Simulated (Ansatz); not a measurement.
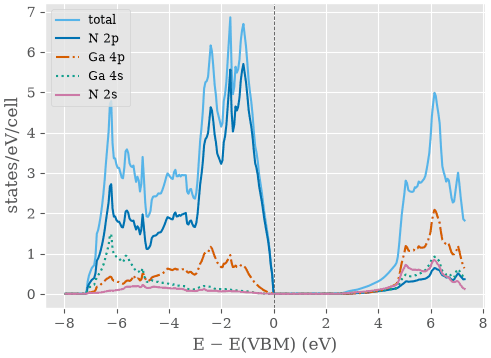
*Total and projected density of states of GaN in space group P4_2/mnm (No. 136; Ga on 4g, N on 4f), r²SCAN (plane waves, PAW; program Ansatz)*

Question: Which orbitals carry the states next to the gap?

Answer: Top 1 eV of the valence band: N 2p 89 %, Ga 4p 7 %. Bottom 1 eV of the conduction band: Ga 4s 37 %, N 2s 37 %, N 2p 14 %, Ga 4p 11 %. Projections are on Löwdin-orthogonalised atomic valence shells; empty p or d shells of many metals are not among them.

Question: Where is the tallest occupied peak in this window, and what makes it?

Answer: Near -1.7 eV, about 6.9 states/eV per cell; the largest projected share is N 2p.

The start of the workflow was typed in or built on a structure type; neither database checked (COD, Materials Project) lists it. It is not the phase usual at ambient conditions (space group No. 186, 216). Symmetry was held in the r²SCAN relaxation; whether a distortion lowers the energy is not shown. Spin–orbit coupling is left out wherever it is not named.

Potentials: the earlier of the program's two PAW sets.
